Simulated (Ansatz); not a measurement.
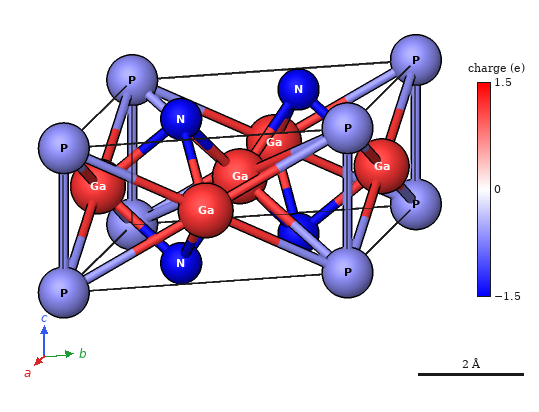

An orthographic ball-and-stick view of the structure, slightly off an axis. The wireframe shows the simulation cell. The atoms of this Ga$_{3}$PN$_{2}$ cell are coloured by their Bader charge.

Setup: Ansatz 0.2.0, DFT PBE, scalar-relativistic, plane waves, PAW; a 420 eV plane-wave basis, a 12×12×14 grid in reciprocal space, Gaussian smearing of 0.1 eV, no spin polarisation.

Q: Describe the charge distribution among the elements.

A: Most positive: Ga; most negative: N. Charges: about Ga +1.2 e; P -0.6 e; N -1.5 e.

Provenance: a structure type filled with these elements by a generator (whether the compound takes this form wasn't checked). Earlier steps of the study may have refined or changed the cell and positions. It went into a calculation with Ansatz.
